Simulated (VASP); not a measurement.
```
CELL_PARAMETERS angstrom
      0.00000     2.18152     2.18152
      2.18152     0.00000     2.18152
      2.18152     2.18152     0.00000
ATOMIC_POSITIONS crystal
  Al 0.00000 0.00000 0.00000
  N  0.25000 0.25000 0.25000
```

Calculation: r2SCAN+rVV10, VASP's PBE PAW potentials (set 64) (plane waves; VASP). Run with 520 eV cut-off, 12×12×12 Γ-centred mesh, tetrahedra with Blöchl corrections, potentials Al N.

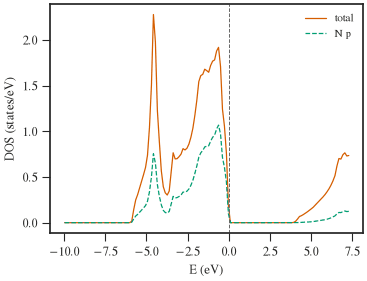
Total and projected density of states, zero at the valence-band maximum

Within 2 eV below the valence-band maximum the largest weight inside VASP's projection spheres is N p.

The gap is indirect, 3.89 eV, from the valence maximum at Γ to the conduction minimum at X.

The compound is AlN in the zinc blende structure, a metastable form; wurtzite is the usual one. It was relaxed first.
